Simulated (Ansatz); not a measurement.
CoO, space group Fm-3m (No. 225), a = 4.263 Å, b = 4.263 Å, c = 4.263 Å, α = 90.00°, β = 90.00°, γ = 90.00°

| site | Wyckoff | x | y | z |
| --- | --- | --- | --- | --- |
| Co | 4a | 0.0000 | 0.0000 | 0.0000 |
| O | 4b | 0.5000 | 0.0000 | 0.0000 |

Source: a calculation's input that goes back to an entry of the Crystallography Open Database (an earlier step may have relaxed or displaced it).

Q: Describe the coordination of Co.

A: CoO6: an essentially ideal octahedron (coordination number 6, S = 0.00; next best trigonal prism, S = 16.7). Bonds: 6 × Co–O 2.13 Å. The next neighbour, not counted, lies at 3.01 Å.

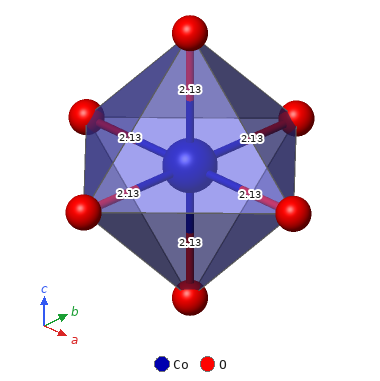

The polyhedron about Co. Continuous shape measures are computed against ideal polyhedra (0 is ideal; above about 3 the distortion is strong).
